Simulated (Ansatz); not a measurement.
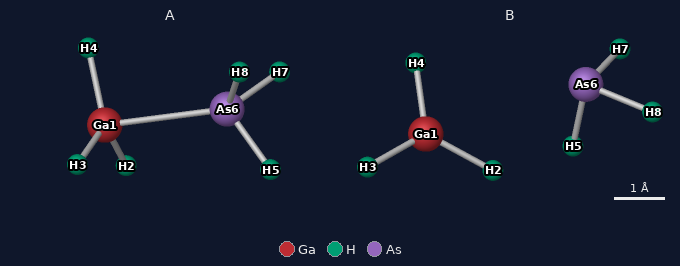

Two geometries of GaAsH6, drawn at one scale. One is the start of a relaxation, the other its converged end. The picture is a ball-and-stick view, seen at a tilt.

The calculation used RKS PBE-D4/def2-SVP in Ansatz. Set-up: no spin polarisation; force threshold 0.03 eV/Å; at most 50 steps.

**Which one is relaxed?**

Structure A is the relaxed one. The run prepares an end point of a later path (reaction) calculation, from a guessed geometry. The energy falls by 0.627 eV in 19 accepted moves (20 points after the start). The largest force component goes from 0.53 to 0.028 eV/Å. The line search rejected the trial step at point 13 of the run. The forces were under the threshold at step 17, but the run went on from there. The atom that moves furthest after the best rigid fit is H8 (1.68 Å). By element the largest moves are H 1.68 Å, As 0.86 Å, Ga 0.42 Å. Near-neighbour distances that change, for instance: Ga1–As6 3.710 → 2.641 Å, Ga1–H2 1.545 → 1.586 Å, H5–As6 1.516 → 1.528 Å, As6–H7 1.540 → 1.529 Å. New bonds form, among them: Ga1–As6 (3.71 → 2.64 Å). Bond angles that change, for instance: H5–As6–H7 91.6° → 96.3°, H5–As6–H8 92.9° → 96.3°, H2–Ga1–H3 121.1° → 118.9°.
